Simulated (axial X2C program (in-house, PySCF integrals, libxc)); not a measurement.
# All-electron X2C curves of NLi⁺

Aim: find the lowest determinant of NLi⁺, scan the bond at several levels and fit the constants, once spin-free and once with spin–orbit coupling.

Computed with an in-house X2C program for linear molecules on PySCF integrals. Level: all-electron X2C, N dyall-av3z, Li dyall-cv3z.

All values are calculated.

## (1) The job

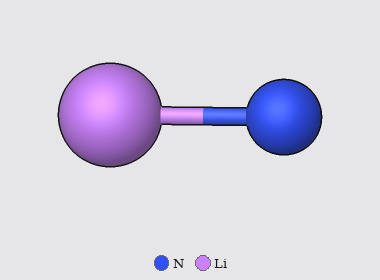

The two atoms at 1.840 Å (nitrogen blue, lithium purple).

task.json reads:

```json
{"zs": [7, 3], "q": 1, "bas": ["dyall-av3z", "dyall-cv3z"], "levels": ["PBE0", "HF", "PW91"], "cc": true, "r0": 1.84, "thr": -2.0, "nmax": 90, "npts": 10, "nst": 2, "ntry": 6}
```

Keys: zs atomic numbers; q charge; bas basis sets; levels methods (HF also brings MP2); cc coupled cluster on or off; r0 starting distance in Å; thr threshold in hartree for freezing inner shells (an s shell follows its p shell); nmax most natural virtual spinors; npts points asked for on the curve; nst determinants followed; ntry starts of the search.

The run is started by

```bash
python so2c.py task.json out
```

Spin-free means the one-electron spin-free X2C Hamiltonian; two-component (2c) means X2C with spin–orbit coupling and atomic mean-field two-electron Coulomb and Gaunt terms. Basis: N dyall-av3z contracted to [7s7p3d2f], Li dyall-cv3z contracted to [7s8p2d]; Gaussian nuclei, density fitting. Masses: N 14.003 u, Li 7.016 u.

Notation: σ, π±, δ± give the projection m of an orbital's angular momentum (0, ±1, ±2), α and β its spin, Λ and M_S the sums; ω is the projection of a spinor's total angular momentum and Ω the sum. Logs are in hartree.

The results follow Hamiltonian by Hamiltonian and level by level.

## (2) State search with PBE0

PBE0 moves the distance from 1.840 Å to 2.237 Å and compares determinants there.

Spin-free determinants:

| ΔE (eV) | state | open shells |
| --- | --- | --- |
| 0.00 | M_S = 3/2, Λ = 0 | beyond closed shells: σα, π+α, π-α |
| 1.13 | M_S = 1/2, Λ = 0 | beyond closed shells: σβ, π+α, π-α |
| 2.38 | M_S = 1/2, Λ = 2 | beyond closed shells: σα, π+α, π+β |
| 2.38 | M_S = 1/2, Λ = 0 | beyond closed shells: σα, π+α, π-β |
| 2.61 | M_S = 1/2, Λ = 1 | beyond closed shells: π+α |

Two-component determinants:

| ΔE (eV) | state | open shells |
| --- | --- | --- |
| 0.00 | Ω = 3/2 | excess of +ω over −ω: ω = 3/2 |
| 1.13 | Ω = 1/2 | excess of +ω over −ω: 2 × ω = -1/2, ω = 3/2 |
| 2.37 | Ω = 1/2 | excess of +ω over −ω: ω = 1/2 |
| 2.38 | Ω = 5/2 | excess of +ω over −ω: 2 × ω = 1/2, ω = 3/2 |
| 2.39 | Ω = 1/2 | excess of +ω over −ω: ω = 1/2 |

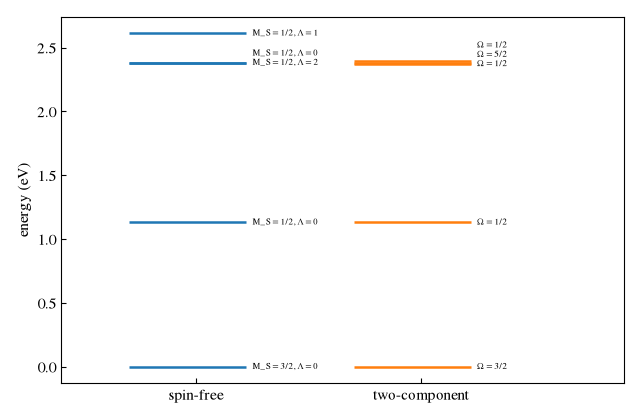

The determinants found, each set from its own lowest.

## (3) PBE0, spin-free

State followed: M_S = 3/2, Λ = 0 (beyond closed shells: σα, π+α, π-α). The scan is laid around 2.237 Å, a first estimate of the minimum, and this SCF restarts from the orbitals of the search.

The SCF at the reference distance of 2.237 Å:

```text
spin-free X2C-1e  PBE0
basis functions 98  fitting functions 476  grid points 4360
iter        total energy     max residual
   1        -61.848457124     2.72e-05
   2        -61.848457128     8.49e-06
converged
one-electron -91.17884598  Coulomb 32.77256211  exact exchange -2.05901774  xc functional -6.35084503  nuclear repulsion 4.96768951
```

Along the bond, energies from the lowest point:

```tsv
R (Å)	E (eV)	μ (D)	HOMO (eV)	LUMO (eV)	iterations
1.946	0.0780	5.11	-17.31	-9.88	10
2.036	0.0299	5.42	-17.07	-9.70	9
2.103	0.0107	5.66	-16.90	-9.57	9
2.170	0.0017	5.90	-16.73	-9.43	8
2.237	0.0000	6.14	-16.57	-9.29	2
2.315	0.0046	6.42	-16.39	-9.13	8
2.394	0.0139	6.70	-16.22	-8.97	7
2.494	0.0299	7.07	-16.00	-8.76	7
2.617	0.0522	7.51	-15.75	-8.52	7
2.796	0.0850	8.17	-15.41	-8.18	8
```

Dipoles are positive if Li is the positive end and refer to the centre of mass.

Outer orbitals at the reference distance:

| symmetry | occupied | ε (eV) | atomic character |
| --- | --- | --- | --- |
| σα | yes | -29.45 | 90% N s, 4% Li p, 4% Li d |
| σβ | yes | -23.38 | 88% N s, 6% Li p, 4% Li d |
| σα | yes | -17.00 | 94% N p, 3% Li p |
| π-α | yes | -16.57 | 98% N p |
| π+α | yes | -16.57 | 98% N p |
| σβ | no | -9.29 | 87% N p, 6% Li s, 5% Li p |
| π-β | no | -8.59 | 92% N p, 5% Li p, 3% Li d |
| π+β | no | -8.59 | 92% N p, 5% Li p, 3% Li d |
| σα | no | -6.12 | 73% Li s, 10% N p, 9% N s |

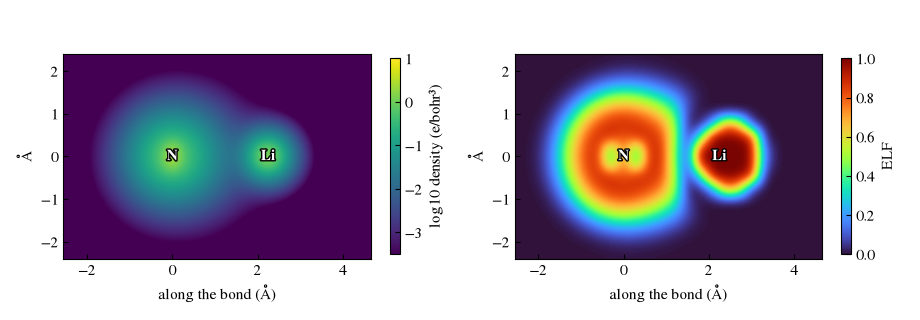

PBE0 fields in a plane through the axis, from a grid of 0.3 Å; N lies at z = 0 and Li at z = 2.237 Å; the ELF is damped to zero where the density is low.

Re = 2.221 Å, ωe = 270.7 cm⁻¹, ωexe = 10.4 cm⁻¹, Be = 0.7311 cm⁻¹, De = 0.244 eV, μ = 6.08 D.

## (4) HF, spin-free

The SCF at the reference distance of 2.237 Å:

```text
spin-free X2C-1e  HF
basis functions 98  fitting functions 476  grid points 4360
iter        total energy     max residual
   1        -61.674665303     6.81e-02
   2        -61.678501296     4.78e-03
   3        -61.678741263     2.70e-03
   4        -61.678771944     1.19e-03
   5        -61.678778462     3.49e-04
   6        -61.678779567     1.82e-04
   7        -61.678779904     8.21e-05
   8        -61.678779942     1.82e-05
   9        -61.678779945     2.99e-06
converged
one-electron -91.21301233  Coulomb 32.83502856  exact exchange -8.26848568  xc functional 0.00000000  nuclear repulsion 4.96768951
```

Re = 2.225 Å, ωe = 268.2 cm⁻¹, ωexe = 11.7 cm⁻¹, Be = 0.7284 cm⁻¹, De = 0.216 eV, μ = 6.16 D.

## (5) PW91, spin-free

The SCF at the reference distance of 2.237 Å:

```text
spin-free X2C-1e  PW91
basis functions 98  fitting functions 476  grid points 4360
iter        total energy     max residual
   1        -61.885999364     2.77e-02
   2        -61.886804684     9.99e-04
   3        -61.886808001     7.98e-04
   4        -61.886812116     1.23e-04
   5        -61.886812133     1.94e-05
   6        -61.886812133     1.76e-06
converged
one-electron -91.16365903  Coulomb 32.74999590  exact exchange 0.00000000  xc functional -8.44083851  nuclear repulsion 4.96768951
```

Re = 2.232 Å, ωe = 270.9 cm⁻¹, ωexe = 9.37 cm⁻¹, Be = 0.7243 cm⁻¹, De = 0.269 eV, μ = 6.06 D.

## (6) Correlated methods, spin-free

Correlated methods: 5 electrons correlated (frozen shells, counted by type: N 1 s; Li 1 s), 173 virtual spinors in MP2, 53 natural virtuals in coupled cluster.

Output of the correlated part at 2.237 Å:

```text
correlated 5  virtual 173  natural virtual 53  E(MP2) -0.099272576  MP2 remainder -0.001511369
iter   CCSD correlation   residual
   1     -0.110094006   5.63e-02
   2     -0.113298545   1.83e-02
   3     -0.113514065   4.42e-03
   4     -0.113525204   9.92e-04
   5     -0.113528465   2.09e-04
   6     -0.113529302   4.72e-05
   7     -0.113529003   1.40e-05
   8     -0.113529038   3.68e-06
   9     -0.113529063   1.25e-06
  10     -0.113529063   2.41e-07
(T) -0.002436483  T1 0.0107  D1 0.0194  max T2 0.053
```

T1 in the output is the amplitude norm over the root of the electron number; divide by √2 for the Lee–Taylor value.

MP2: Re = 2.259 Å, ωe = 254.1 cm⁻¹, Be = 0.7065 cm⁻¹, De = 0.205 eV.

CCSD: Re = 2.260 Å, ωe = 254.5 cm⁻¹, ωexe = 11 cm⁻¹, Be = 0.7062 cm⁻¹, De = 0.206 eV. T1 at Re = 0.008 (Lee–Taylor, the printed value over √2).

CCSD(T): Re = 2.263 Å, ωe = 253.8 cm⁻¹, ωexe = 10.9 cm⁻¹, Be = 0.7045 cm⁻¹, De = 0.206 eV. T1 at Re = 0.008 (Lee–Taylor, the printed value over √2).

## (7) A higher determinant, spin-free

State: M_S = 1/2, Λ = 0 (beyond closed shells: σβ, π+α, π-α).

Output at the reference distance:

```text
spin-free X2C-1e  PBE0
basis functions 98  fitting functions 476  grid points 4360
iter        total energy     max residual
   1        -61.806863338     1.24e-05
   2        -61.806863338     2.08e-06
converged
one-electron -91.10195118  Coulomb 32.68935130  exact exchange -2.04280385  xc functional -6.31914912  nuclear repulsion 4.96768951
```

```tsv
R (Å)	E above the lowest PBE0 point (eV)
1.946	1.239
2.036	1.180
2.103	1.154
2.170	1.139
2.237	1.132
2.315	1.131
2.394	1.137
2.494	1.149
2.617	1.168
```

Re = 2.279 Å, ωe = 252.6 cm⁻¹, ωexe = 8.26 cm⁻¹, Be = 0.6943 cm⁻¹, μ = 6.31 D. ⟨S²⟩ = 1.76 against 0.75 for a pure state, so this determinant mixes spins. Te = 1.13 eV.

## (8) The spin-free curves together

Energy (eV) of the followed determinant, spin-free, from each level's lowest point:

```tsv
R (Å)	PBE0	HF	MP2	CCSD	CCSD(T)	PW91
1.946	0.078	0.081	0.097	n/a	n/a	0.084
2.036	0.030	0.031	0.041	0.042	0.043	0.034
2.103	0.011	0.011	0.018	0.018	0.018	0.013
2.170	0.002	0.002	0.005	0.005	0.005	0.003
2.237	0.000	0.000	0.000	0.000	0.000	0.000
2.315	0.005	0.004	0.001	0.001	0.001	0.004
2.394	0.014	0.013	0.008	0.008	0.007	0.013
2.494	0.030	0.028	0.020	0.020	0.020	0.029
2.617	0.052	0.049	0.039	n/a	n/a	0.052
2.796	0.085	0.079	0.067	n/a	n/a	0.087
```

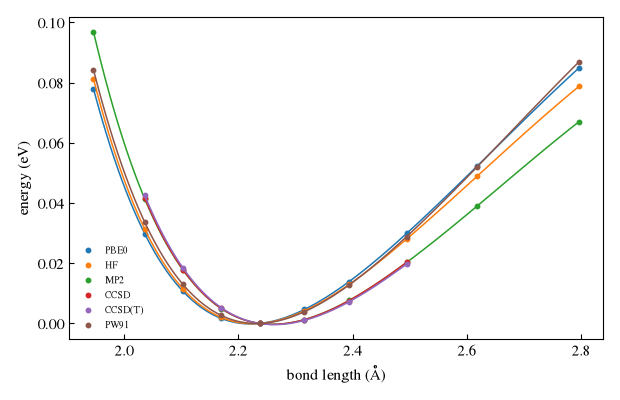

Curves of the followed state, spin-free, each from its own lowest point.

## (9) PBE0, 2c

State followed: Ω = 3/2 (excess of +ω over −ω: ω = 3/2). The scan is laid around 2.237 Å, a first estimate of the minimum, and this SCF restarts from the orbitals of the search.

Output at 2.237 Å:

```text
two-component X2C + atomic mean field  PBE0
basis functions 98  fitting functions 476  grid points 4360
iter        total energy     max residual
   1        -61.845653354     3.67e-05
   2        -61.845653356     6.33e-06
converged
one-electron -91.17160766  Coulomb 32.77031241  exact exchange -2.05888245  xc functional -6.35043252  nuclear repulsion 4.96768951  atomic mean-field constant -0.00273265
```

Along the bond, energies from the lowest point:

```tsv
R (Å)	E (eV)	μ (D)	HOMO (eV)	LUMO (eV)	iterations
1.946	0.0780	5.11	-17.30	-9.88	10
2.036	0.0299	5.42	-17.07	-9.70	9
2.103	0.0107	5.66	-16.89	-9.57	9
2.170	0.0017	5.90	-16.73	-9.43	8
2.237	0.0000	6.14	-16.57	-9.29	2
2.315	0.0046	6.42	-16.38	-9.13	8
2.394	0.0139	6.70	-16.21	-8.97	7
2.494	0.0299	7.07	-15.99	-8.76	7
2.617	0.0522	7.51	-15.74	-8.52	7
2.796	0.0849	8.17	-15.40	-8.18	8
```

Dipoles are positive if Li is the positive end and refer to the centre of mass.

Outer spinors at the reference distance:

```tsv
ω	occupied	ε (eV)	atomic character	λ mixture
1/2	yes	-29.45	90% N s, 4% Li p, 4% Li d	100% σ
-1/2	yes	-23.38	88% N s, 6% Li p, 4% Li d	100% σ
1/2	yes	-17.00	94% N p, 3% Li p	100% σ
-1/2	yes	-16.58	98% N p	100% π
3/2	yes	-16.57	98% N p	100% π
-1/2	no	-9.29	87% N p, 6% Li s, 5% Li p	100% σ
1/2	no	-8.59	92% N p, 5% Li p, 3% Li d	100% π
-3/2	no	-8.58	92% N p, 5% Li p, 3% Li d	100% π
1/2	no	-6.12	73% Li s, 10% N p, 9% N s	100% σ
```

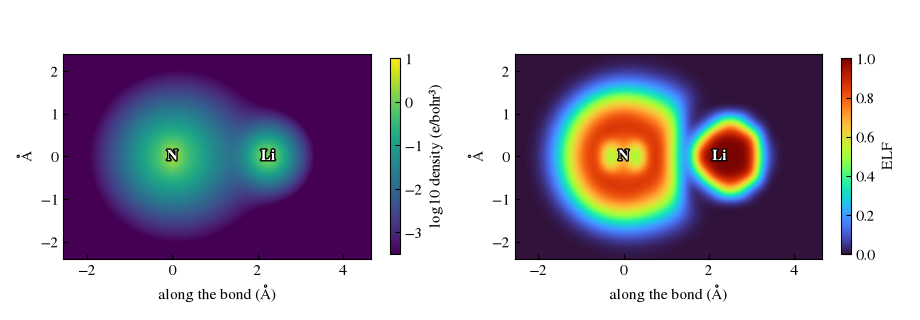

PBE0 fields in a plane through the axis, from a grid of 0.3 Å; N lies at z = 0 and Li at z = 2.237 Å; the ELF is damped to zero where the density is low.

Re = 2.221 Å, ωe = 270.7 cm⁻¹, ωexe = 10.4 cm⁻¹, Be = 0.731 cm⁻¹, De = 0.244 eV, μ = 6.08 D.

## (10) HF, 2c

Output at 2.237 Å:

```text
two-component X2C + atomic mean field  HF
basis functions 98  fitting functions 476  grid points 4360
iter        total energy     max residual
   1        -61.671868179     6.81e-02
   2        -61.675703536     4.78e-03
   3        -61.675943438     2.70e-03
   4        -61.675974111     1.19e-03
   5        -61.675980626     3.49e-04
   6        -61.675981732     1.82e-04
   7        -61.675982068     8.22e-05
   8        -61.675982106     1.82e-05
   9        -61.675982109     3.04e-06
  10        -61.675982109     1.19e-06
converged
one-electron -91.20571945  Coulomb 32.83271227  exact exchange -8.26793178  xc functional 0.00000000  nuclear repulsion 4.96768951  atomic mean-field constant -0.00273265
```

Re = 2.225 Å, ωe = 268.1 cm⁻¹, ωexe = 11.6 cm⁻¹, Be = 0.7283 cm⁻¹, De = 0.216 eV, μ = 6.16 D.

## (11) PW91, 2c

The SCF at the reference distance of 2.237 Å:

```text
two-component X2C + atomic mean field  PW91
basis functions 98  fitting functions 476  grid points 4360
iter        total energy     max residual
   1        -61.883188137     2.77e-02
   2        -61.883993346     9.96e-04
   3        -61.883996677     8.02e-04
   4        -61.884000826     1.22e-04
   5        -61.884000843     1.93e-05
   6        -61.884000843     1.63e-06
converged
one-electron -91.15634935  Coulomb 32.74766164  exact exchange 0.00000000  xc functional -8.44026999  nuclear repulsion 4.96768951  atomic mean-field constant -0.00273265
```

Re = 2.232 Å, ωe = 270.9 cm⁻¹, ωexe = 9.36 cm⁻¹, Be = 0.7242 cm⁻¹, De = 0.269 eV, μ = 6.06 D.

## (12) Correlated methods, 2c

Correlated methods: 5 electrons correlated (frozen shells, counted by type: N 1 s; Li 1 s), 173 virtual spinors in MP2, 53 natural virtuals in coupled cluster.

Output of the correlated part at 2.237 Å:

```text
correlated 5  virtual 173  natural virtual 53  E(MP2) -0.099270841  MP2 remainder -0.001511627
iter   CCSD correlation   residual
   1     -0.110092150   5.63e-02
   2     -0.113296511   1.83e-02
   3     -0.113511985   4.42e-03
   4     -0.113523119   9.92e-04
   5     -0.113526385   2.10e-04
   6     -0.113527229   4.95e-05
   7     -0.113526916   1.74e-05
   8     -0.113526967   7.85e-06
   9     -0.113527011   4.55e-06
  10     -0.113527007   2.14e-06
(T) -0.002436650  T1 0.0107  D1 0.0194  max T2 0.053
```

MP2: Re = 2.260 Å, ωe = 254.1 cm⁻¹, Be = 0.7063 cm⁻¹, De = 0.205 eV.

CCSD: Re = 2.260 Å, ωe = 254.5 cm⁻¹, ωexe = 11 cm⁻¹, Be = 0.7061 cm⁻¹, De = 0.206 eV. T1 at Re = 0.008 (Lee–Taylor, the printed value over √2).

CCSD(T): Re = 2.263 Å, ωe = 253.7 cm⁻¹, ωexe = 10.9 cm⁻¹, Be = 0.7043 cm⁻¹, De = 0.206 eV. T1 at Re = 0.008 (Lee–Taylor, the printed value over √2).

## (13) A higher determinant, 2c

State: Ω = 1/2 (excess of +ω over −ω: 2 × ω = -1/2, ω = 3/2).

Output at the reference distance:

```text
two-component X2C + atomic mean field  PBE0
basis functions 98  fitting functions 476  grid points 4360
iter        total energy     max residual
   1        -61.804065194     7.98e-05
   2        -61.804065201     2.38e-05
   3        -61.804065204     3.45e-06
converged
one-electron -91.09467526  Coulomb 32.68706007  exact exchange -2.04266976  xc functional -6.31873711  nuclear repulsion 4.96768951  atomic mean-field constant -0.00273265
```

```tsv
R (Å)	E above the lowest PBE0 point (eV)
1.946	1.239
2.036	1.180
2.103	1.154
2.170	1.139
2.237	1.132
2.315	1.131
2.394	1.137
2.494	1.149
2.617	1.168
```

Re = 2.279 Å, ωe = 252.6 cm⁻¹, ωexe = 8.26 cm⁻¹, Be = 0.6942 cm⁻¹, μ = 6.31 D. Te = 1.13 eV.

## (14) The 2c curves together

Energy (eV) of the followed determinant, 2c, from each level's lowest point:

```tsv
R (Å)	PBE0	HF	MP2	CCSD	CCSD(T)	PW91
1.946	0.078	0.081	0.097	n/a	n/a	0.084
2.036	0.030	0.032	0.042	0.042	0.043	0.034
2.103	0.011	0.012	0.018	0.018	0.018	0.013
2.170	0.002	0.002	0.005	0.005	0.005	0.003
2.237	0.000	0.000	0.000	0.000	0.000	0.000
2.315	0.005	0.004	0.001	0.001	0.001	0.004
2.394	0.014	0.013	0.008	0.008	0.007	0.013
2.494	0.030	0.028	0.020	0.020	0.020	0.029
2.617	0.052	0.049	0.039	n/a	n/a	0.052
2.796	0.085	0.079	0.067	n/a	n/a	0.087
```

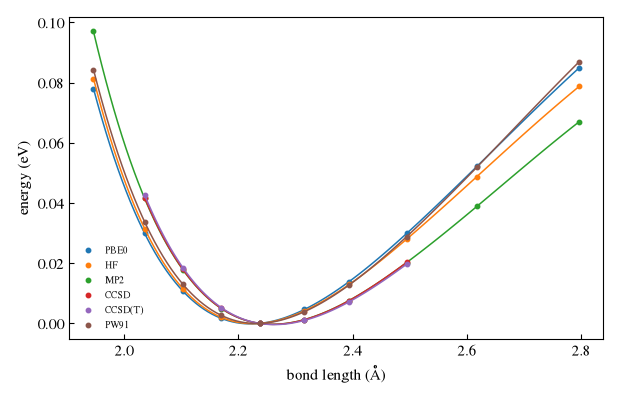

Curves of the followed state, 2c, each from its own lowest point.

The whole job took 23 s on 1 thread of Arm Neoverse V1, shared host; peak memory 0.24 GiB.

## (15) Results

Lowest determinant that the search found at its distance, spin-free: M_S = 3/2, Λ = 0 (beyond closed shells: σα, π+α, π-α).

Lowest determinant that the search found at its distance, 2c: Ω = 3/2 (excess of +ω over −ω: ω = 3/2).

| Hamiltonian | level | Re (Å) | ωe (cm⁻¹) | De (eV) | μ (D) |
| --- | --- | --- | --- | --- | --- |
| spin-free | PBE0 | 2.221 | 270.7 | 0.244 | 6.08 |
| spin-free | HF | 2.225 | 268.2 | 0.216 | 6.16 |
| spin-free | MP2 | 2.259 | 254.1 | 0.205 | n/a |
| spin-free | CCSD | 2.260 | 254.5 | 0.206 | n/a |
| spin-free | CCSD(T) | 2.263 | 253.8 | 0.206 | n/a |
| spin-free | PW91 | 2.232 | 270.9 | 0.269 | 6.06 |
| 2c | PBE0 | 2.221 | 270.7 | 0.244 | 6.08 |
| 2c | HF | 2.225 | 268.1 | 0.216 | 6.16 |
| 2c | MP2 | 2.260 | 254.1 | 0.205 | n/a |
| 2c | CCSD | 2.260 | 254.5 | 0.206 | n/a |
| 2c | CCSD(T) | 2.263 | 253.7 | 0.206 | n/a |
| 2c | PW91 | 2.232 | 270.9 | 0.269 | 6.06 |

Dipoles are positive if Li is the positive end and refer to the centre of mass.

Time per point (s) on 1 thread of Arm Neoverse V1, shared host (2c runs; CCSD comes with the CCSD(T) run); the times are rough: PBE0 0.14, HF 0.066, MP2 0.087, CCSD(T) 0.36, PW91 0.13.

In words: At CCSD(T), going from spin-free to two-component changes Re by 0 mÅ, ωe by 0.0 %; the spin-free picture holds up (part of it comes from the scalar share of the two-electron terms). De moves by 0.00 eV; both De rest on single-determinant atoms, which can miss part of an open shell's spin–orbit lowering.

De refers to N + Li+, each in the lowest determinant found, which need not be this curve's own limit. Each curve is one determinant whose occupation by symmetry is held fixed; it was picked as the lowest of a PBE0 search that is not exhaustive. De is counted from the lowest determinant-based energies of the atoms at the same level, without counterpoise correction. Density functionals use the spin component along the axis (collinear). CCSD and (T) use frozen natural virtuals with an MP2 correction for the truncation. With several unpaired electrons one determinant need not be a pure state.
